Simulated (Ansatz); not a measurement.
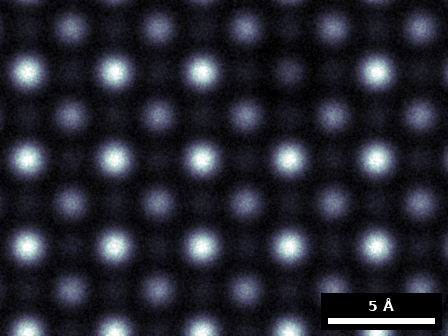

Z-contrast image of Sr3TlF8 (I4/mmm, No. 139) along [001]. Simulated incoherent Z contrast: every atom adds Z^1.7 spread by a probe of 1.06 Å full width; channelling and multiple scattering are left out. The probe carries 15 % of its weight in a tail 2.5 times as wide. The display is stretched by a gamma of 0.8; percentages refer to the linear signal. Shot noise was added.

The sample is 1 repeat (11.7 Å) thick. One point defect was put into the perfect crystal, without relaxing the atoms around it. Brightness is counted from the darkest point of the image. Host structure: coordinates from a relaxation (final pressure about -2 GPa) with DFT, PAW plane waves, r2scan in Ansatz; the starting structure was generated, so it need not be a known form of this composition.

**Where is the defect (in Å from the left and the top edge), and what does its contrast suggest?**

At about 14 Å from the left and 3 Å from the top. The column is dimmer, which points to a vacancy or a lighter atom. The column holds 2 atoms (Tl + Sr) through the sample, and one Tl atom is missing, so its peak drops to about 20 % of that of its equals.
